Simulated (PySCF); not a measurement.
Vertical excitations of a molecule C2H6O2Si from TDA-PBE/def2-SVPD in PySCF, as energy in eV (oscillator strength): 4.89 (0.004), 6.16 (0.072), 6.31 (0.039), 6.37 (0.002), 6.65 (0.005), 6.89 (0.131), 7.28 (0.035), 7.40 (0.002), 7.75 (0.035), 7.76 (0.000). Lowest triplet (TDA): 4.20 eV. Coordinates come from a B3LYP-D3(BJ)/def2-SVP optimisation. The values are those of a single conformer.

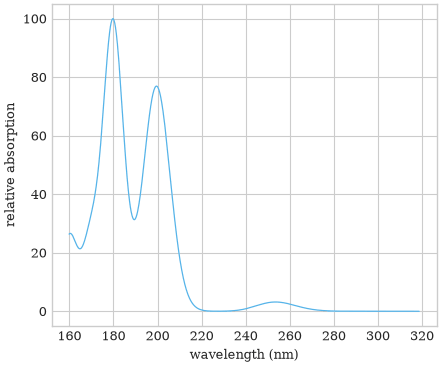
Fig. 1. The lines broadened by 0.4 eV.

Which structure fits?
A) C[SiH2]C(=O)O
B) COC(=O)[SiH3]
C) CO[SiH2]C=O
D) C=C[SiH](O)O

A, C[SiH2]C(=O)O
